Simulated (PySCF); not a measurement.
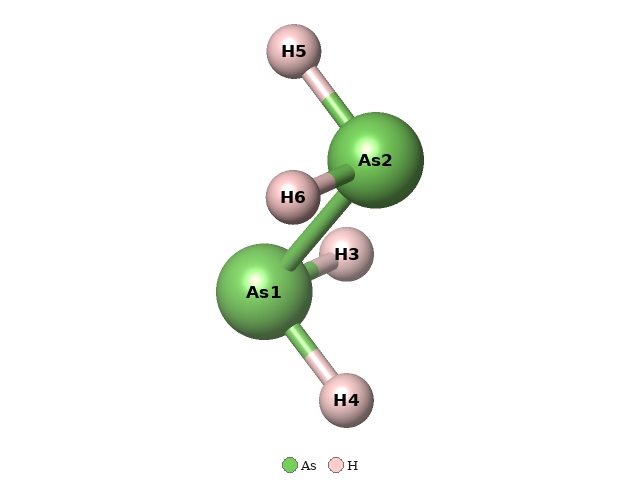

Computed geometry: PBE0-D3(BJ)/def2-SVP optimisation. No frequency run is at hand to confirm it as a minimum. Level of theory: B3LYP/pcJ-1 (pcSseg-1 on As) indirect spin-spin coupling, non-relativistic, gas phase (PySCF 2.14.0). Isotopes: 1H.

Give the spin–spin coupling constants of these pairs, with the number of bonds between them: H3/H4, H5/H6, H3/H5, H3/H6, H4/H6, H4/H5.

```
  pair  bonds apart  J (Hz)
H3, H4            2   −11.6
H5, H6            2   −11.6
H3, H5            3    −0.5
H3, H6            3    17.2
H4, H6            3    −0.6
H4, H5            3    17.1
```
